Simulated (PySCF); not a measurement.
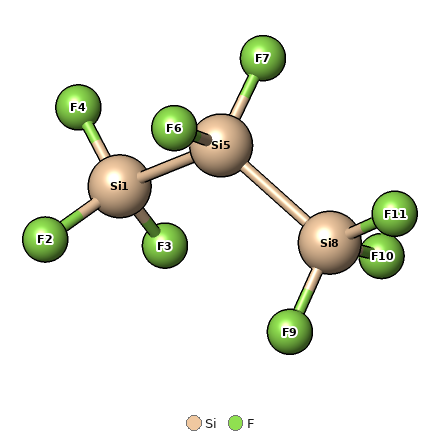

Si₃F₈. Vertical core-electron binding energies by ΔSCF (SCAN, pcX-2 on the ionised atom, pcseg-1 elsewhere, spin-free X2C; PySCF, at a PBE0-D3(BJ)/def2-SVP geometry (no frequency check)), gas phase, against the vacuum level. One atom of each kind was ionised; within a panel, areas follow the number of like atoms and 2j + 1 (2p levels are split by first-order spin-orbit coupling, an approximation), each panel is scaled alone, Gaussians of 0.8 eV full width. Only the regions named are shown. Lines closer than the width merge in the curve. The order of lines from different atoms under 0.3 eV apart is within the error of the method.

> Predict the Si 2p and F 1s photoelectron lines.

```csv
level,atoms,binding energy (eV)
Si 2p1/2,"Si1, Si8",111.3
Si 2p1/2,Si5,110.7
Si 2p3/2,"Si1, Si8",110.7
Si 2p3/2,Si5,110.1
F 1s,"F2, F3, F4, F9, F10, F11",693.9
F 1s,"F6, F7",693.7
```

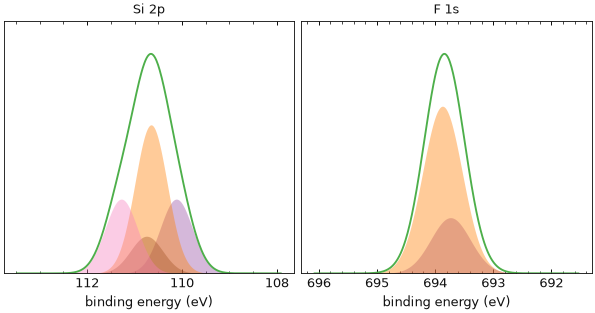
